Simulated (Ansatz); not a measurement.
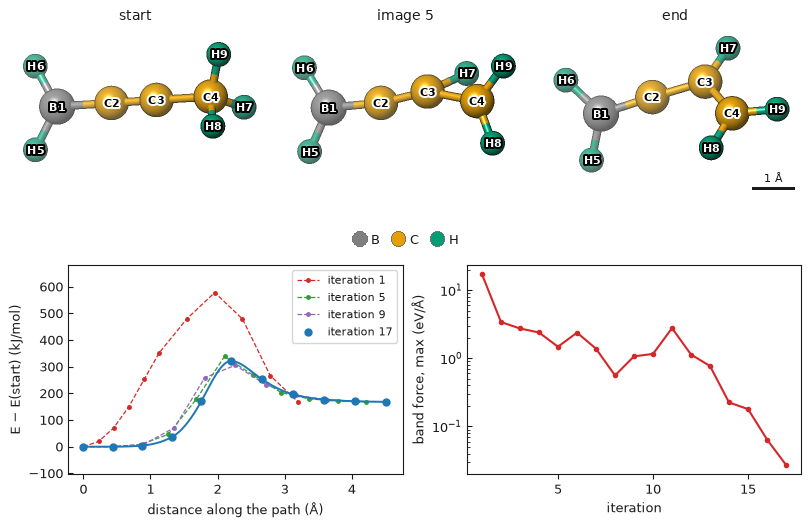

NEB run on C$_{3}$H$_{5}$B. Images are numbered from 0 (start) to 10 (end). The plot follows the band through its iterations. The picture is a ball-and-stick view, seen from a free direction.

Method: UKS PBE-D4/STO-3G in Ansatz. Run with 9 movable images; climbing image; force threshold 0.05 eV/Å; iteration limit 60; starting path through a guess of the saddle point.

Did the band converge, and can the barrier be trusted?

The result is final at these settings. The band converged in 17 iterations. The largest component of the band force went from 17 to 0.027 eV/Å. The climbing image converged on the top of the path. Its vibrational analysis gives one imaginary mode (1407i cm⁻¹), as a transition state must have. The first iteration put the highest image at 578.2 kJ/mol. Forward barrier 321.2 kJ/mol, backward barrier 152.8 kJ/mol, with image 5 at the top; the reaction energy is +168.4 kJ/mol.

Limits of the set-up: STO-3G is a minimal basis, so the numbers are rough.

The run took of the order of 3 core-minutes on a shared host.
